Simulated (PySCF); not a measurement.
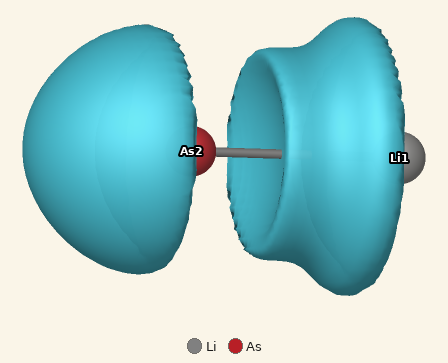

Figure 1: LiAs (triplet). Isosurface of the electron localisation function at 0.8 (cyan), seen from one side. Only the valence region is drawn (cores and ρ < 0.01 e/Å³ removed).

Level of theory: PBE0/def2-SVPD, non-relativistic Hamiltonian with scalar-relativistic core potentials where named, at a bond length of 2.420 Å (PySCF).

```xyz
2

Li    0.0000    0.0000   -2.2128
As    0.0000    0.0000    0.2072
```

### Describe the localisation domains.

The ELF exceeds this value in one lobe of the valence shell of Li pointing towards As and one lobe on As, pointing away from the bonds (non-bonding electrons). Profiles from the grid: Li–As (2.42 Å): the ELF peaks at about 0.90 in the valence shell of As, 1.2 Å from its nucleus, and is about 0.90 at the midpoint.
